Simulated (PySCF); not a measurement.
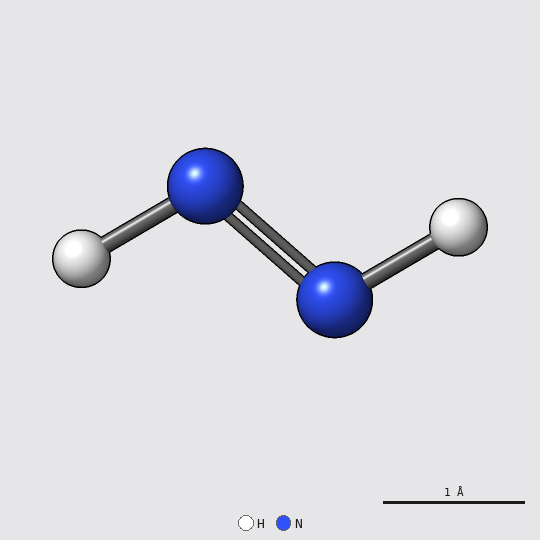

Ball-and-stick drawing of a structure. Multiple sticks mark multiple bonds (one Kekulé form).

The computed structure is the end point of a PBE0-D3(BJ)/def2-SVP optimisation. No frequency run is at hand to confirm it as a minimum.

Count the atoms of each element.

N2H2, 4 atoms: 2 nitrogen and 2 hydrogen.

How many sets of symmetry-equivalent atoms are there?

2: 2 H, 2 N.

Count the bonded pairs by element.

2 N–H, 1 N–N.

Give a SMILES string for it.

[H]/N=N/[H]

Give the symmetry (Schoenflies symbol).

C2h.

The parts below concern this one geometry. Atoms keep their numbers from picture to picture.

## Shape

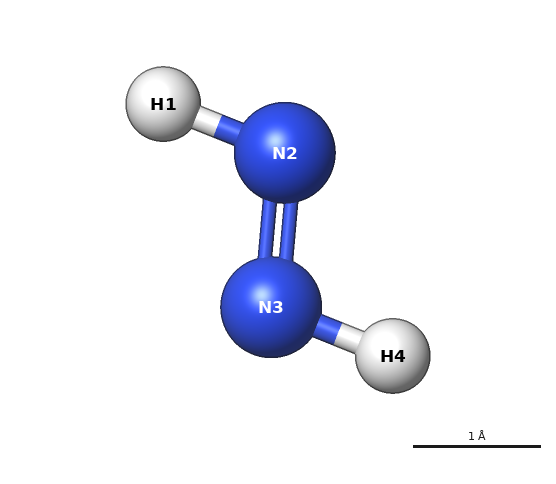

Numbered structure. No frequency run is at hand to confirm it as a minimum.

What are the angles H1–N2–N3?

```
   angle  degrees
H1–N2–N3    106.7
```

## Electronic properties

No frequency run is at hand to confirm it as a minimum. Properties computed with PBE0/pcSseg-1, gas phase (PySCF 2.14.0).

Estimate the LUMO energy (Kohn–Sham orbital).

−1.27 eV.

Estimate the HOMO energy (Kohn–Sham orbital).

−6.87 eV.

## Spin–spin coupling

No frequency run is at hand to confirm it as a minimum. Method: B3LYP/pcJ-1 indirect spin-spin coupling, non-relativistic, gas phase (PySCF 2.14.0). Isotopes: 1H, 15N.

Give the spin–spin coupling constants of these pairs, with the number of bonds between them: H1/N2, N2/N3, N3/H4, H1/N3, N2/H4, H1/H4.

| pair | bonds apart | J (Hz) |
| --- | --- | --- |
| H1, N2 | 1 | −35.7 |
| N2, N3 | 1 | −21.0 |
| N3, H4 | 1 | −35.7 |
| H1, N3 | 2 | −5.2 |
| N2, H4 | 2 | −5.2 |
| H1, H4 | 3 | 50.6 |

## NMR shielding

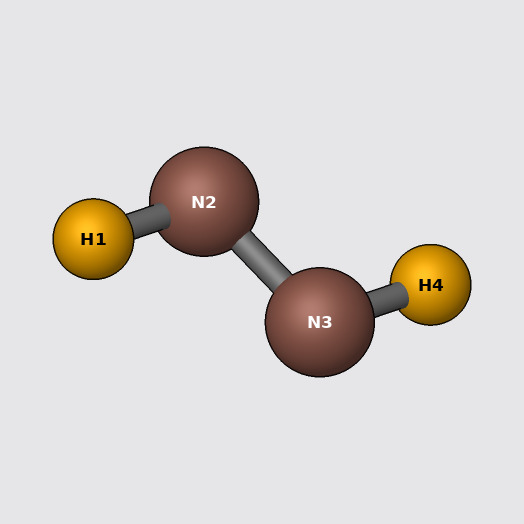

No frequency run is at hand to confirm it as a minimum. Method: GIAO PBE0/pcSseg-1 NMR shielding, non-relativistic, gas phase (PySCF 2.14.0). Principal shieldings σ11 ≤ σ22 ≤ σ33, span Ω = σ33 − σ11, skew κ = 3(σiso − σ22)/Ω.

Give the shielding tensors of the N atoms.

```tsv
atom	σ11	σ22	σ33	σiso	Ω	κ
N2, N3	−1209.6	−217.3	156.9	−423.3	1366.5	−0.45
```

Shieldings and span in ppm.

## Polarisability

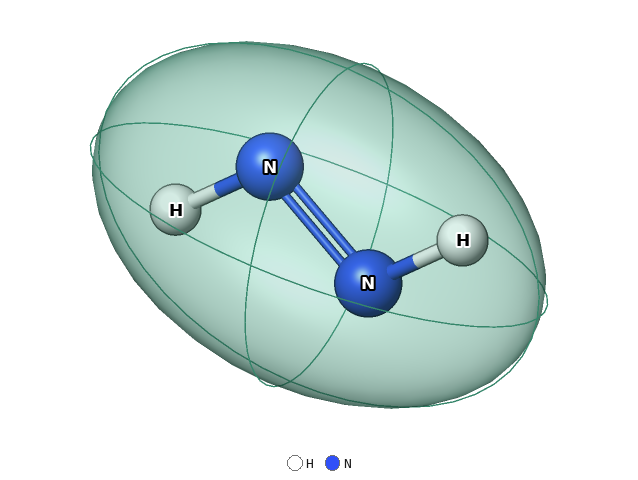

The ellipsoid shows the static dipole polarisability: its half-axes are proportional to the principal values. No frequency run is at hand to confirm it as a minimum. Level of theory: B3LYP/def2-SVPD (PySCF 2.14.0).

How large and how anisotropic is the polarisability?

Principal values 12.3, 16.7, 24.5 bohr³; mean 17.8 bohr³ (2.64 Å³); anisotropy 10.6 bohr³, so the longest axis is 1.98 times the shortest.
